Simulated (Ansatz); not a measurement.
Process, species as SMILES: N#P (N-P) + 3 [H][H] (H2) → N (NH3) + P (PH3)
B3LYP-D3(BJ)/def2-TZVP geometries, fixed; electronic energies without zero-point terms.

Basis-set convergence of the energy of full hydrogenation at MP2 with Ansatz (a first-principles code). Cartesian d functions, on some or all atoms, in 6-31G*, 6-31G**, 6-311+G**; all else is spherical. Cores are frozen. A restricted Hartree-Fock determinant is unstable towards unrestricted orbitals. No added dispersion term, no relativity. Functions are those of the species that has most. Reference: Hartree-Fock in aug-cc-pV(Q+d)Z plus the correlation part extrapolated as X^-3 from aug-cc-pV(T+d)Z and aug-cc-pV(Q+d)Z, -59.50 kcal/mol, itself unsure by roughly 0.19 kcal/mol (a third of the extrapolation step and of the last Hartree-Fock step). Deviations are taken from unrounded values.

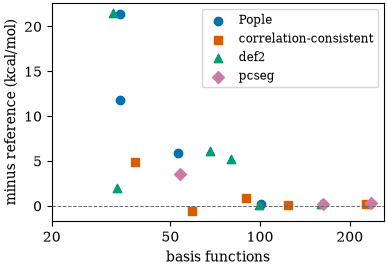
Figure: Deviation from the reference against the number of basis functions, by family of sets.

```
basis              functions  energy of full hydrogenation (kcal/mol)  minus reference (kcal/mol)
-----------------  ---------  ---------------------------------------  --------------------------
def2-SV(P)                32                                   -38.03                       21.47
def2-SVP                  33                                   -57.52                        1.98
6-31G*                    34                                   -38.06                       21.44
6-31G**                   34                                   -47.65                       11.85
cc-pV(D+d)Z               38                                   -54.60                        4.90
6-311+G**                 53                                   -53.64                        5.86
aug-pcseg-1               54                                   -55.96                        3.54
aug-cc-pV(D+d)Z           59                                   -60.11                       -0.61
def2-TZVP                 68                                   -53.38                        6.12
def2-TZVPD                80                                   -54.27                        5.23
jun-cc-pV(T+d)Z           90                                   -58.65                        0.85
def2-TZVPPD               99                                   -59.37                        0.13
6-311++G(3df,3pd)        101                                   -59.27                        0.23
aug-cc-pV(T+d)Z          124                                   -59.36                        0.14
def2-QZVPP               160                                   -59.33                        0.17
pcseg-3                  163                                   -59.30                        0.20
aug-cc-pV(Q+d)Z          227                                   -59.29                        0.21
aug-pcseg-3              236                                   -59.17                        0.33
```
